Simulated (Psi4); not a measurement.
# BOF (fluoro(oxo)borane) at CCSD/cc-pVTZ

What is the energy change on altering one bond length of BOF (fluoro(oxo)borane) at CCSD/cc-pVTZ? 

The results are computed with Psi4 1.11.

## 1. Starting point

The species is BOF (3 atoms), meant as a singlet with charge 0. SMILES: `O=BF`. The shape is that of a PBE0-D4/def2-TZVP optimisation.

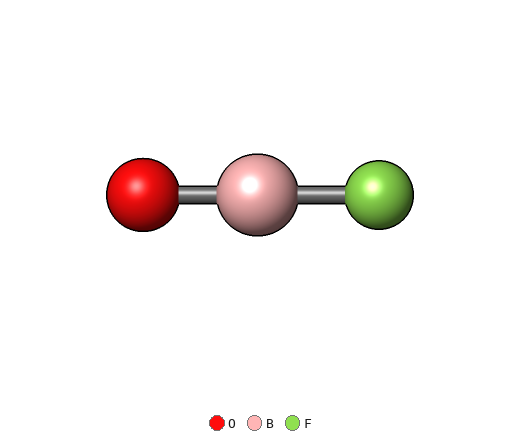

Viewed from a chosen angle; oxygen red, boron pink, fluorine green.

## 2. The energy at CCSD/cc-pVTZ

The input, bfo.xyz:

```xyz
3
BFO
O      0.983100    -0.565100     0.479900
B      0.020300    -0.011600     0.009900
F     -1.003400     0.576800    -0.489800
```

The input, run.py:

```python
import numpy as np
from ase.calculators.psi4 import Psi4
from ase.io import read

atoms = read('bfo.xyz')
calc = Psi4(atoms=atoms, method='ccsd', basis='cc-pVTZ', memory='1600MB', num_threads=1, charge=0, multiplicity=1, label='bfo', reference='rhf')
calc.psi4.set_options({'puream': True, 'e_convergence': 1e-09, 'd_convergence': 1e-08, 'scf_type': 'pk', 'num_frozen_docc': 3})
atoms.calc = calc

print(f'energy: {atoms.get_potential_energy():.6f} eV')
```

Started as:

```
$ python run.py
```

bfo.dat:

```text
[...]
  Running in c1 symmetry.
[...]
  Nuclear repulsion =   51.438950129702292
[...]
  Multiplicity = 1
[...]
  Nalpha       = 11
  Nbeta        = 11
[...]
    Number of basis functions: 90
[...]
   @RHF iter   1:  -199.02472867438442   -9.73596e-01   6.67204e-03 DIIS/ADIIS
[...]
   @RHF iter  11:  -199.15555154057549   -2.41585e-12   3.25824e-09 DIIS
[...]
    Orbital Energies [Eh]
    ---------------------
    Doubly Occupied:
       1A    -26.393024     2A    -20.562470     3A     -7.715139
       4A     -1.706641     5A     -1.336577     6A     -0.852759
       7A     -0.765905     8A     -0.765905     9A     -0.632992
      10A     -0.523165    11A     -0.523165
[...]
  @RHF Final Energy:  -199.15555154057549
   => Energetics <=
    Nuclear Repulsion Energy =             51.4389501297022917
    One-Electron Energy =                -377.6335145764704748
    Two-Electron Energy =                 127.0390129061927098
    Total Energy =                       -199.1555515405754875
[...]
 Multipole Moments:
 ------------------------------------------------------------------------------------
     Multipole            Electronic (a.u.)      Nuclear  (a.u.)        Total (a.u.)
 ------------------------------------------------------------------------------------
 L = 1.  Multiply by 2.5417464519 to convert [e a0] to [Debye]
 Dipole X            :         -1.5533742            0.8038022           -0.7495721
 Dipole Y            :          0.8930517           -0.4620765            0.4309751
 Dipole Z            :         -0.7583046            0.3923790           -0.3659256
 Magnitude           :                                                    0.9388820
[...]
      * MP2 total energy                      = -199.726109481225933
[...]
      * CCSD total energy                     = -199.722605823334391
```

On the terminal:

```text
energy: -5434.728925 eV
```

Run time: 26 s. Hardware: 1 thread of AMD EPYC 7R43 (Zen 3), shared host; peak memory 0.8 GiB.

## 3. The distorted shape, same level

The input, bfo.dat:

```
memory 1600 mb

molecule system {
  0 1
  O      2.138439    -1.229288     1.043890
  B      0.020300    -0.011600     0.009900
  F     -1.003400     0.576800    -0.489800
  symmetry c1
}

set basis cc-pVTZ
set puream true
set e_convergence 1e-09
set d_convergence 1e-08
set scf_type pk
set num_frozen_docc 3

e, wfn = energy("ccsd", return_wfn=True)
```

Started as:

```
$ psi4 -n 1 bfo.dat bfo.out
```

bfo.out:

```text
[...]
  Running in c1 symmetry.
[...]
  Nuclear repulsion =   36.233610097090832
[...]
  Multiplicity = 1
[...]
  Nalpha       = 11
  Nbeta        = 11
[...]
    Number of basis functions: 90
[...]
   @RHF iter   1:  -197.88755011831864   -5.71738e-01   1.07491e-02 DIIS/ADIIS
[...]
   @RHF iter  14:  -198.85152428550984   -1.79057e-12   5.15052e-09 DIIS
[...]
    Orbital Energies [Eh]
    ---------------------
    Doubly Occupied:
       1A    -26.394010     2A    -20.657918     3A     -7.742392
       4A     -1.708015     5A     -1.218868     6A     -0.863323
       7A     -0.755368     8A     -0.755368     9A     -0.538993
      10A     -0.538993    11A     -0.430860
[...]
  @RHF Final Energy:  -198.85152428550984
   => Energetics <=
    Nuclear Repulsion Energy =             36.2336100970908319
    One-Electron Energy =                -346.9620524995764299
    Two-Electron Energy =                 111.8769181169757587
    Total Energy =                       -198.8515242855098393
[...]
 Multipole Moments:
 ------------------------------------------------------------------------------------
     Multipole            Electronic (a.u.)      Nuclear  (a.u.)        Total (a.u.)
 ------------------------------------------------------------------------------------
 L = 1.  Multiply by 2.5417464519 to convert [e a0] to [Debye]
 Dipole X            :         -0.0000312            0.0000155           -0.0000157
 Dipole Y            :          0.0000017           -0.0000009            0.0000009
 Dipole Z            :         -2.6558359            1.9657673           -0.6900686
 Magnitude           :                                                    0.6900686
[...]
      * MP2 total energy                      = -199.348745087683142
[...]
      * CCSD total energy                     = -199.388482028372721
[...]
```

Run time: 37 s. Hardware: 1 thread of AMD EPYC 7R43 (Zen 3), shared host; peak memory 0.79 GiB.

## 4. Summary of results

At CCSD/cc-pVTZ, 3 core orbitals frozen:

```
                                                         quantity          value
                                        first shape: total energy  -199.72261 Eh
                 first shape: HOMO energy (Hartree–Fock orbitals)      -14.24 eV
                 first shape: LUMO energy (Hartree–Fock orbitals)        2.98 eV
               first shape: HOMO–LUMO gap (Hartree–Fock orbitals)       17.21 eV
         first shape: correlation energy (3 core orbitals frozen)     -567.1 mEh
                                       first shape: T1 diagnostic          0.016
                                    distorted shape: total energy  -199.38848 Eh
             distorted shape: HOMO energy (Hartree–Fock orbitals)      -11.72 eV
             distorted shape: LUMO energy (Hartree–Fock orbitals)        0.91 eV
           distorted shape: HOMO–LUMO gap (Hartree–Fock orbitals)       12.63 eV
     distorted shape: correlation energy (3 core orbitals frozen)     -537.0 mEh
                                   distorted shape: T1 diagnostic          0.024
energy change with the O1–B2 bond stretched from 1.206 to 2.653 Å       9.092 eV
```

**Reading.** With the O1–B2 bond stretched from 1.206 to 2.653 Å the energy rises by 9.09 eV (877 kJ/mol). The first shape isn't relaxed at this level, so the change isn't measured from a minimum. The T1 diagnostic (distorted shape) of 0.024 is above the customary mark for such species, so a single reference may not serve.
